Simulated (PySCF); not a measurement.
# C₆H₈OSi: electronic excitations

Wanted: the electronic excitations of C₆H₈OSi (`C#C[C@@H]1C(=O)[SiH2][C@@H]1C`), by calculation.

Computed with PySCF 2.14.0, with density-fitted response routines of our own, on a single molecule in the gas phase. Atoms count from 0, in the outputs and in this text.

## (1) The starting structure

16 atoms, charge 0, multiplicity 1; geometry from: GFN2-xTB.

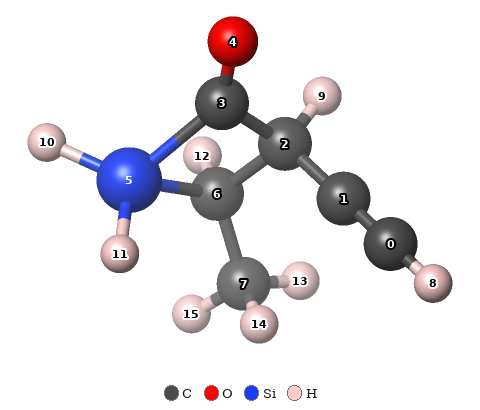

The starting geometry (carbon dark grey, oxygen red, silicon blue, hydrogen pink), atoms numbered; sticks join atoms by distance.

## (2) Ultraviolet spectrum: B3LYP/def2-SVPD

What the job is given:

```
{"job": {"kind": "uv", "xc": "B3LYP", "basis": "def2-SVPD", "nstates": 8, "ntriplets": 3}, "charge": 0, "multiplicity": 1}
C      1.689519     0.417621     2.062031
C      1.011628    -0.226913     1.313913
C      0.227773    -0.994986     0.378107
C      1.092877    -1.250835    -0.867679
O      1.931487    -2.091224    -1.033420
Si     0.168863     0.095241    -1.903102
C     -0.899659    -0.181356    -0.321776
C     -1.429571     1.013349     0.456243
H      2.268051     0.972036     2.738685
H     -0.106961    -1.915091     0.865570
H     -0.394296    -0.288492    -3.192523
H      0.865346     1.376037    -1.943620
H     -1.737343    -0.857292    -0.518503
H     -1.874598     0.694908     1.398314
H     -0.630159     1.715250     0.680790
H     -2.190556     1.530692    -0.124440
```

Level: TDDFT B3LYP/def2-SVPD, vertical, gas phase, core orbitals frozen in the response.

Started as:

```sh
OMP_NUM_THREADS=1 python probes_run.py task.json out
```

One launch serves the whole session: the jobs run in the order shown.

The program printed:

```text
coarse grid: 14192 points
cycle   1  E = -597.5172178434  dE =  1.075e+00  |g| = 8.269e-01  |ddm| = 1.169e+01
cycle   2  E = -596.9407741971  dE =  5.764e-01  |g| = 1.859e+00  |ddm| = 4.274e+00
cycle   3  E = -597.6546411172  dE = -7.139e-01  |g| = 2.417e-01  |ddm| = 3.016e+00
cycle   4  E = -597.6670328420  dE = -1.239e-02  |g| = 1.026e-01  |ddm| = 6.155e-01
cycle   5  E = -597.6690252968  dE = -1.992e-03  |g| = 5.337e-02  |ddm| = 2.390e-01
cycle   6  E = -597.6696987590  dE = -6.735e-04  |g| = 1.388e-02  |ddm| = 9.184e-02
cycle   7  E = -597.6697453119  dE = -4.655e-05  |g| = 3.781e-03  |ddm| = 3.045e-02
cycle   8  E = -597.6697486810  dE = -3.369e-06  |g| = 9.573e-04  |ddm| = 9.080e-03
final grid: 133360 points
cycle   9  E = -597.7745934421  dE = -3.797e-05  |g| = 6.426e-03  |ddm| = 1.596e-01
cycle  10  E = -597.7745674883  dE =  2.595e-05  |g| = 1.299e-02  |ddm| = 2.778e-02
cycle  11  E = -597.7746020472  dE = -3.456e-05  |g| = 2.096e-03  |ddm| = 1.783e-02
cycle  12  E = -597.7746030118  dE = -9.646e-07  |g| = 3.265e-04  |ddm| = 3.406e-03
cycle  13  E = -597.7746030264  dE = -1.459e-08  |g| = 2.369e-04  |ddm| = 8.266e-04
cycle  14  E = -597.7746030399  dE = -1.354e-08  |g| = 4.774e-05  |ddm| = 4.028e-04
cycle  15  E = -597.7746030405  dE = -5.894e-10  |g| = 1.302e-05  |ddm| = 1.475e-04
converged SCF energy = -597.7746030405

Static polarisability (au): isotropic 96.688, principal 82.144 95.283 112.638

Singlet excitations
state   eV       nm        f      main configurations
  1   3.1786    390.1   0.00052   H->L 0.97
  2   4.8538    255.4   0.00055   H-1->L 0.98
  3   5.0919    243.5   0.05044   H->L+1 0.94
  4   5.2376    236.7   0.01662   H-2->L 0.94
  5   5.7236    216.6   0.01377   H-3->L 0.89
  6   5.8566    211.7   0.00154   H->L+2 0.88
  7   6.1960    200.1   0.02425   H-1->L+1 0.83
  8   6.2459    198.5   0.00857   H->L+3 0.76

Triplet excitations (Tamm-Dancoff, eV): 2.5821 4.6613 4.6931
```

It took 59 s on 1 thread of Arm Neoverse V1, shared host; peak memory 0.92 GiB.

The orbitals next to the gap, with their largest atomic shares:

| orbital | eV | atoms |
| --- | --- | --- |
| HOMO−3 | -8.63 | C6 21 %, C1 17 %, C0 14 % |
| HOMO−2 | -8.10 | C1 33 %, C0 32 %, O4 7 % |
| HOMO−1 | -7.70 | C0 30 %, C1 27 %, C6 12 % |
| HOMO | -6.56 | O4 40 %, C3 17 %, Si5 12 % |
| LUMO | -1.86 | C3 34 %, O4 29 %, Si5 10 % |
| LUMO+1 | -0.62 | Si5 35 %, H10 11 %, C6 10 % |
| LUMO+2 | 0.21 | Si5 22 %, C0 9 %, H10 8 % |

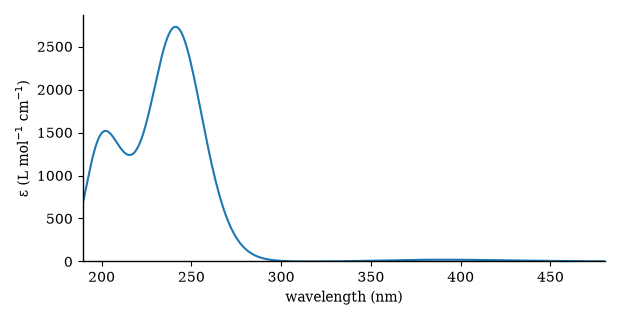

Absorption spectrum: each of the 8 states is a Gaussian band of 0.4 eV half-width at 1/e. Beyond the last state computed it falls off for lack of states.

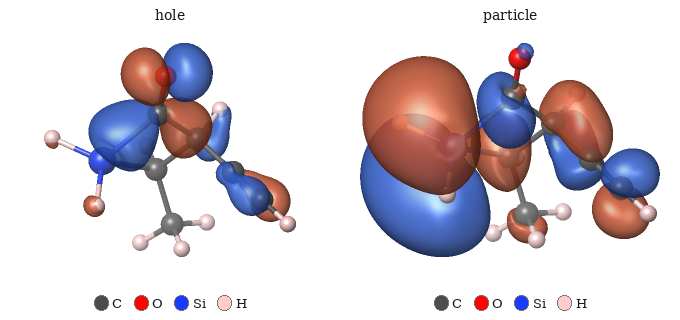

Leading natural transition orbitals of singlet state 3: the electron leaves the hole (left) for the particle orbital (right).

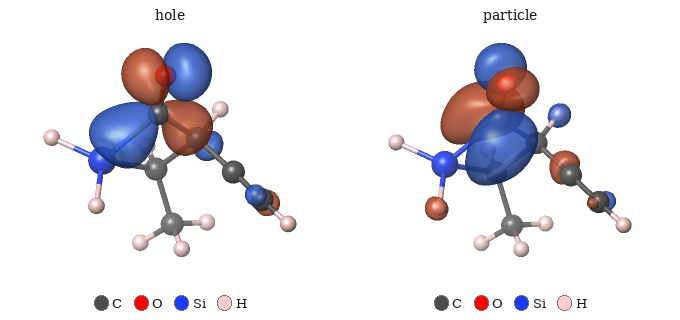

Leading natural transition orbitals of singlet state 1: the electron leaves the hole (left) for the particle orbital (right).

Ground-state properties from the same run:

| property | computed |
| --- | --- |
| dipole moment (D) | 3.06 |
| polarisability (Å³) | 14.33 |
| HOMO–LUMO gap (eV) | 4.70 |
| −ε(HOMO) (eV) | 6.56 |

Orbitals, density, ELF and potential are computed afterwards from the orbital file.

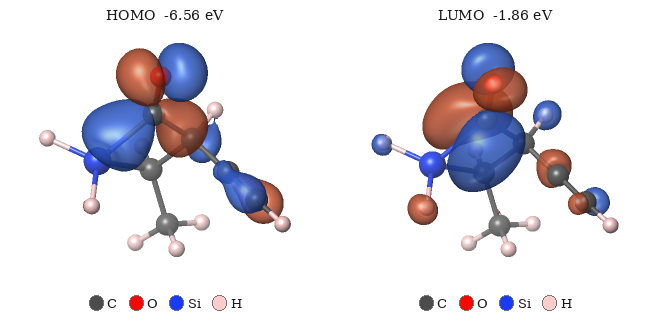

Frontier orbitals at B3LYP/def2-SVPD; each surface holds 70 % of the orbital's density, blue and red mark the sign.

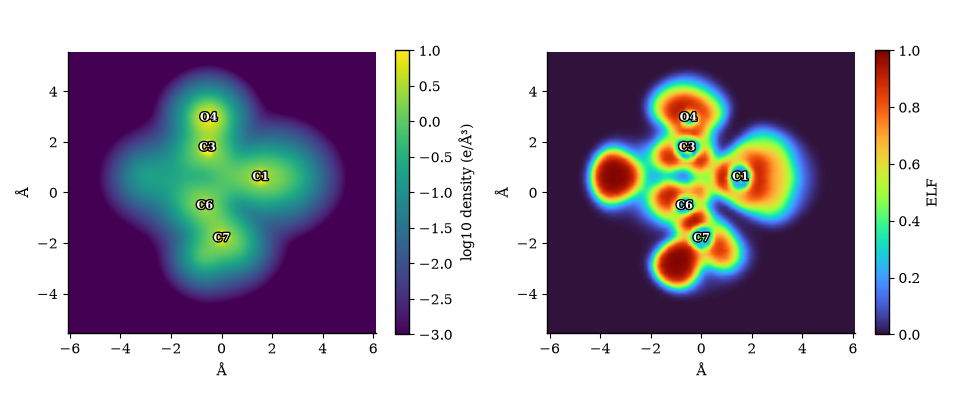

Density (left) and ELF (right) in a plane through or near 5 of the atoms.

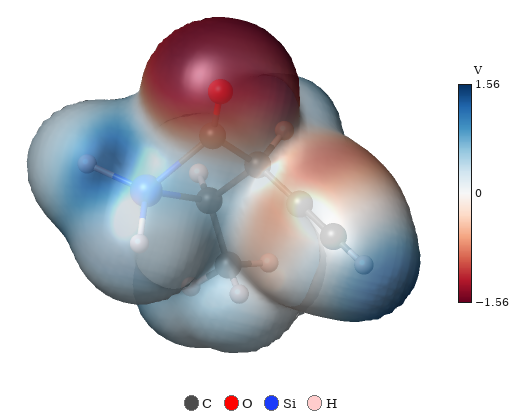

Electrostatic potential on the surface of density 0.002 e/bohr³; red is low, blue high. It runs from -1.56 V near O4 to 1.47 V near Si5.

## (3) What came out

| quantity | value |
| --- | --- |
| lowest singlet (B3LYP/def2-SVPD) | 3.18 eV (390 nm), f = 0.001 |
| brightest single state of those computed | state 3, 5.09 eV, f = 0.050 |
| lowest triplet | 2.58 eV |
| surface potential, least and greatest | -1.56 V and 1.47 V |

The lowest singlet, at 3.18 eV, is HOMO→LUMO 0.97 and is dark; of the 8 states computed, the strongest absorption comes from state 3 at 5.09 eV. The lowest triplet lies 0.60 eV below the lowest singlet (triplets in Tamm-Dancoff, singlets in full TDDFT). At B3LYP/def2-SVPD, counted by nearest atom on the grid, the HOMO lies on O4 41 %; C3 15 %, the LUMO on C3 41 %; O4 26 %.
